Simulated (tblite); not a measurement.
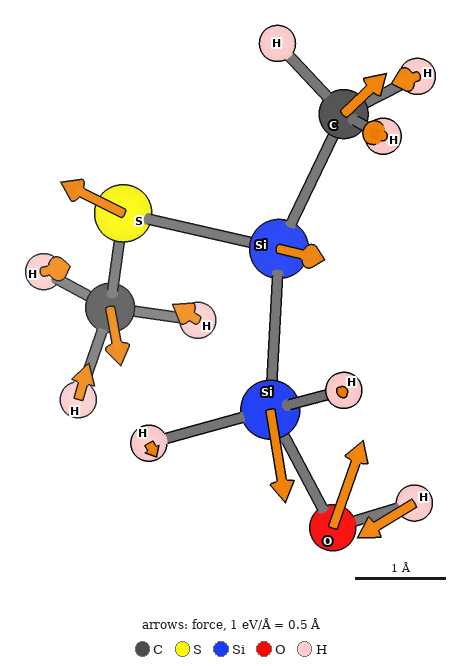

Starting geometry of C$_{2}$H$_{9}$OSSi$_{2}$ (multiplicity 2) with the computed forces as orange arrows. Style: ball-and-stick. Shown from a free direction.

Level of theory: GFN2-xTB geometry optimisation, gas phase (tblite). 

> What follows when this structure is relaxed?

It isn't relaxed: the largest force vector, on a Si atom, is 2.18 eV/Å. The final displacements have little in common with the starting forces (cosine between the two patterns 0.18). An H atom moves most after the best rigid fit: 0.92 Å. Largest moves by element: H 0.92 Å, S 0.64 Å, O 0.60 Å, C 0.42 Å, Si 0.37 Å. Some distances before and after: Si–Si 2.210 → 2.309 Å, O–Si 1.713 → 1.633 Å, S–Si 2.108 → 2.187 Å, H–O 0.992 → 0.952 Å. Bond angles that change, for instance: Si–O–H 107.5° → 123.1°, C–S–Si 113.1° → 99.1°, S–Si–C 114.1° → 101.8°. Groups turn about C–Si by about 50°, S–Si by about 30°, C–S by about 30°. Over 135 geometry steps the energy falls by 0.697 eV. Cost: 1 s on 1 thread of Arm Neoverse V1 (shared host).
